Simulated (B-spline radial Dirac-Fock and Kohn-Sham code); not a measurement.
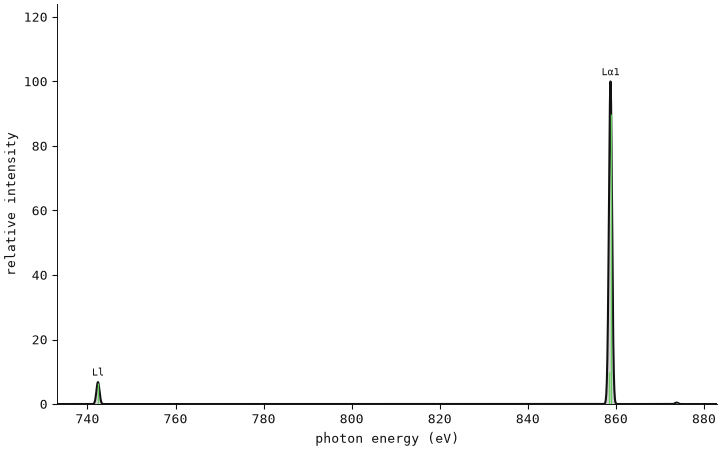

X-ray emission lines that fill an L3 (2p3/2) hole, broadened by a Gaussian of 0.81 eV full width. Multiplet splitting by the open shell is left out. System: nickel in charge state +2 (Ni²⁺) in the configuration [Ar] 3d7 4s1, which is not the ground configuration. Method: independent-particle rates on relativistic LDA orbitals of the hole state (multipoles to L = 3), energies from Dirac–Fock ΔSCF (computed with a B-spline radial code).

### How far apart are L3-M5 (Lα1) and L3-M4 (Lα2), and what is their intensity ratio?

0.282 eV apart, with L3-M4 at 0.11 of the intensity of L3-M5.

### What are the natural width, lifetime and fluorescence yield of the L3 hole?

Width 0.541 eV, lifetime 1.22 fs, fluorescence yield 0.00766.

### Which line is the strongest, where is it and what share of the photons does it carry?

L3-M5 (Lα1) at 858.8 eV, 84.0 % of the radiative decays.
